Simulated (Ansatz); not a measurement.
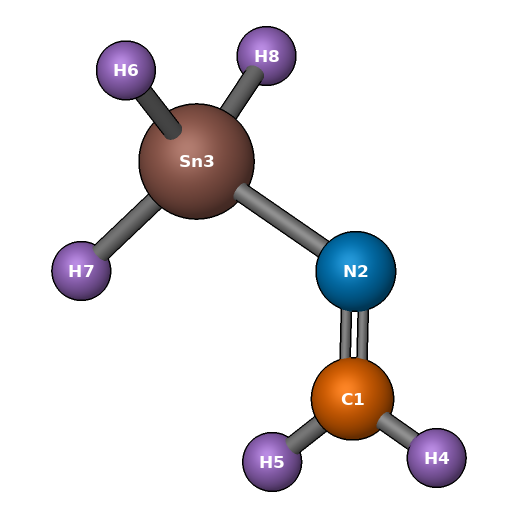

The questions are on Mulliken charges. The geometry was computed by an optimisation with PBE-D4/def2-SVP. No frequency run is at hand to confirm it as a minimum. Method: RKS PBE-D4/def2-SVP, core potentials on Sn (Ansatz 0.2.0).

List the Mulliken charges.

| atom | value (e) |
| --- | --- |
| C1 | 0.02 |
| N2 | −0.31 |
| Sn3 | 0.42 |
| H4 | 0.05 |
| H5 | 0.03 |
| H6 | −0.06 |
| H7 | −0.09 |
| H8 | −0.06 |

Mulliken values depend strongly on the basis set and can even reverse the polarity of a bond.
